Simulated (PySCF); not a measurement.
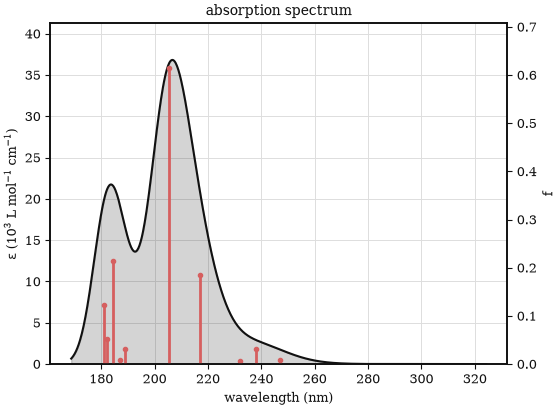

Computed absorption of C₆H₁₂P₂Si, SMILES C=CP(C#CPC)C[SiH3]. Vertical TDDFT excitations, ωB97X-D/def2-SVPD, PySCF, at a PBE0-D3(BJ)/def2-SVP geometry (no frequency check), gas phase. Only the first 10 singlet excitations are included; each is broadened by a Gaussian of 1/e half-width 0.30 eV. Sticks give oscillator strengths (right axis).

Question: Does any vertical transition fall in the visible?

Answer: No singlet lies below 3.1 eV (beyond 400 nm), so at this level no vertical transition falls in the visible.

Question: Which of the computed transitions is the brightest, and what character does the calculation give it?

Answer: S5 at 6.03 eV (206 nm), f = 0.615, mixed, the largest part being HOMO−1 → LUMO+1 (34 %).

Question: Where is the maximum of the broadened curve, and how high is it?

Answer: At about 6.0 eV (207 nm), with ε near 37000 L mol⁻¹ cm⁻¹.

Known limits of this run: one conformer of a flexible molecule; core orbitals are frozen in the response.
